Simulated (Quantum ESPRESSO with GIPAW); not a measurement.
# KF (Carobbiite): from the crystal structure to its NMR spectrum

Aim: the magnetic shielding of every site in KF (Carobbiite).

**The experiment to be reproduced.** 19F isotropic shift -133.3 ppm, in “NMR parameters in alkali, alkaline earth and rare earth fluorides from first principle calculations” (2011; arXiv:1105.1645). Shifts are on the scales named with the reference lines below. The 39K shift is 22.6 ppm against aqueous K+, in “Computation of NMR Shielding Constants for Solids Using an Embedded Cluster Approach with DFT, Double-Hybrid DFT, and MP2” (2020; PMC7659039), quoting earlier work.

Method: DFT, PBE, plane-wave PAW (pslibrary 1.0.0 recipes), scalar-relativistic, GIPAW; a patched development version of the program, in Quantum ESPRESSO with GIPAW 8.0dev (patched build).

This is a report of a sequence of runs, with most program output left out.

## (1) The structure

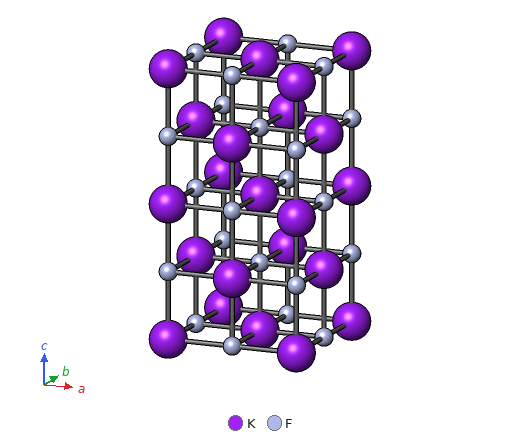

The cell as given, slightly off an axis (potassium purple, fluorine light blue). 1×1×2 cells are drawn. This picture shows the conventional cell, with its axes. Some periodic images of atoms are drawn too.

The cell is an entry of the Crystallography Open Database.

A relaxation of the atoms beforehand (Quantum ESPRESSO with GIPAW) moved none by more than 0.003 Å.

## (2) Self-consistent run

The shielding is a linear response of the occupied states, which this run provides. It is converged far beyond what an energy needs, since the response uses the wavefunctions themselves. No empty states are asked for: the response is solved without them. The mesh has a spacing of 0.41 Å⁻¹ at most. The PAW files were made with ld1.x from the pslibrary 1.0.0 recipes, with GIPAW reconstruction switched on (the recipe of F slightly mended, as the packaged one fails to give a sound file).

scf.in reads:

```
&control
  calculation = 'scf'
  prefix = 'x'
  outdir = './tmp/'
  pseudo_dir = './'
/
&system
  ibrav = 0
  nat = 2
  ntyp = 2
  ecutwfc = 55
  ecutrho = 330
  nbnd = 8
/
&electrons
  conv_thr = 1.0d-10
  mixing_beta = 0.7
  electron_maxstep = 100
/
ATOMIC_SPECIES
  K 39.098 K.pbe-spn-kjpaw_psl.1.0.0-gipaw.UPF
  F 18.998 F.pbe-n-kjpaw_psl.1.0.0-gipaw.UPF
CELL_PARAMETERS angstrom
  0.00000000 2.67185000 2.67185000
  2.67185000 0.00000000 2.67185000
  2.67185000 2.67185000 0.00000000
ATOMIC_POSITIONS crystal
  K 0.00000000 0.00000000 0.00000000
  F 0.50000000 0.50000000 0.50000000
K_POINTS automatic
  5 5 5 0 0 0
```

On the command line:

```bash
$ mpirun -np 4 pw.x -nk 4 -in scf.in > scf.out
```

The job ended after 4.7 s (4 MPI ranks of Arm Neoverse V1, shared host; peak memory 0.42 GiB).

It converged in 13 cycles to an estimated accuracy of 6e-11 Ry, on 10 irreducible k-points.

## (3) Magnetic response

A uniform field breaks periodicity, so gipaw.x applies it as a wave of small q and takes the limit. It solves for the first-order states, builds the induced current and gets the field at each nucleus by Biot–Savart; the PAW spheres add what the smooth waves miss near the nuclei. pawproj makes the reconstruction use the PAW data sets' own projectors.

nmr.in reads:

```
&inputgipaw
  job = 'nmr'
  prefix = 'x'
  tmp_dir = './tmp/'
  restart_mode = 'from_scratch'
  verbosity = 'low'
  q_gipaw = 0.01
  spline_ps = .true.
  conv_threshold = 1.0d-11
  use_nmr_macroscopic_shape = .false.
  pawproj(1) = .true.
  pawproj(2) = .true.
/
```

On the command line:

```bash
$ mpirun -np 4 gipaw.x -in nmr.in > nmr.out
```

Run time: 18 s. Hardware: 4 MPI ranks; peak memory 0.31 GiB; 70 s of CPU time.

The f-sum rule is met to 0.0037 of 15.8 (0.02 %). Converged shieldings require that this miss be small, but a small miss does not prove them.

From the symmetric part of each tensor, with principal values σ11 ≤ σ22 ≤ σ33: σ_iso is their mean, the span is σ33 − σ11 and the skew 3(σ_iso − σ22)/span. (gipaw.x prints an anisotropy in another convention.)

```tsv
site	atom no.	atoms in cell	σ_iso (ppm)	span (ppm)	skew
K	1	1	1174.9	0.0	-
F	2	1	258.9	0.0	-
```

The macroscopic shape term is switched off. For a spherical sample the valence susceptibility of this run would add about 8 ppm to every site, a rough estimate, since the susceptibility converges slowly and lacks part of the PAW terms. Differences within the crystal don't depend on it, but shieldings of different compounds can't be compared to better than a few ppm without it.

K and F sit on cubic site symmetry, where the tensor must be isotropic.

## (4) From shieldings to shifts

A shielding is counted from the bare nucleus and a shift from a reference compound, with the opposite sign. A fitted line does better than one reference, as its slope takes up part of the functional's error.

Shifts follow from reference lines fitted to measured solids with this functional and these files. 19F: δ = (120.8 − σ) / 1.162, zero at CFCl3, fitted to 6 measured values, from BaF2, CdF2, LiF, MgF2, NaF and ZnF2, with a scatter of 4.6 ppm r.m.s. (this compound left out) (CaF2 fall off this line, as semilocal functionals put their cations' empty d or f shells too low, and are left out), on σ without the shape term. Kinds of site that fitted badly were split off after the misses were seen, so the scatter is that of the points kept.

Covalently bonded atoms count as neighbours within 1.18 times the sum of their radii. Otherwise a cation's neighbours lie within 1.2 times its shortest bond (1.3 for large cations, each anion's radius taken off where they differ), and an anion's are the cations that count it.

```tsv
site	atom no.	atoms in cell	surroundings	bonds (Å)	δ_iso (ppm)
K	1	1	KF6	2.672	-
F	2	1	bound to K6	2.672	-118.8
```

Simulated spectrum, 19F MAS at 30 kHz, 18.8 T (753.5 MHz), lines broadened by 2 ppm; rigid lattice, with dipolar and J couplings left out: a single narrow line at -118.8 ppm.

## (5) Cost against result

Each row names what was changed: another mesh tests the sampling of the zone; another functional shows how far the paramagnetic term hangs on the exchange-correlation form; another cutoff tests the basis.

Changes of σ_iso (ppm) against the run above (PBE, cutoffs 55 and 330 Ry, mesh 5×5×5, 89 s). Times are CPU times of pw.x and gipaw.x together, on 4 MPI ranks of Arm Neoverse V1, shared host; on a shared host they are rough.

```tsv
run	CPU time	f-sum miss	K	F
mesh 7×7×7	2.6 min	0.0036	+0.1	+0.2
LDA	82 s	0.0037	-22.2	-23.9
cutoffs 40 and 320 Ry (coarse on purpose)	61 s	0.012	-3.9	+0.2
mesh 4×4×4 (coarse on purpose)	73 s	0.0045	-0.7	-1.6
Wu-Cohen	87 s	0.0037	-3.8	-2.8
```

The largest move is -23.9 ppm, on F, from LDA.

## (6) Calculated and measured

```tsv
quantity	site	measured	calculated	difference
19F isotropic shift (ppm)	F	-133.3	-118.8	+14.5
```

Without a fitted line the measured shift still tests the calculation: for an exact theory σ + δ is one number for all compounds of a nucleus, up to the shape term, which is left out of σ and differs by some ppm between compounds.

```tsv
nucleus, site	σ_iso (ppm)	measured δ (ppm)	σ + δ (ppm)	σ + δ of other compounds, same level
39K, K	1174.9	22.6	1197.5	KCl 1200.1, KBr 1201.8
```

## (7) Outcome

- 19F shift: -118.8 ppm
- 39K shielding without shape term: 1174.9 ppm

19F has one site (bound to K6), with isotropic shift -118.8 ppm. For 39K, σ + δ is 1197.5 ppm here and 1201.0 ppm on average over 2 other sites: with that reference and slope one the shift would be off by +3.5 ppm. Verdict on the shifts: 19F poor, missed by 14.5 ppm at most, 3.1 times the scatter of its line. Going to mesh 7×7×7 changes no isotropic shielding by more than 0.22 ppm, so the main run is converged in that respect. A higher cutoff was not carried through on these files. The cheaper run with cutoffs 40 and 320 Ry takes about 70 % of the time and is off by 0.17 ppm on F, and by 3.9 ppm at most. The largest change with the functional is 23.9 ppm in absolute shielding; part of that drops out once each functional has its own reference line. This build of gipaw.x prints that it is not audited and that its numbers are no references by themselves. It also reports spline_ps as false although the input sets it; why was not traced.

[Logs are printed without paths, hosts, clocks, repeated set-up lines and the standing remarks that a program may print on its own settings, such as how far it seeks lower states.]

[Hosts, paths, dates, database ids (printed as entryN), source tags and the programs' standing remarks are cut or masked in the printed files.]

[Where no reference line passes its bar on scatter, no shift is given, so a measured shift of this compound may stand uncompared.]
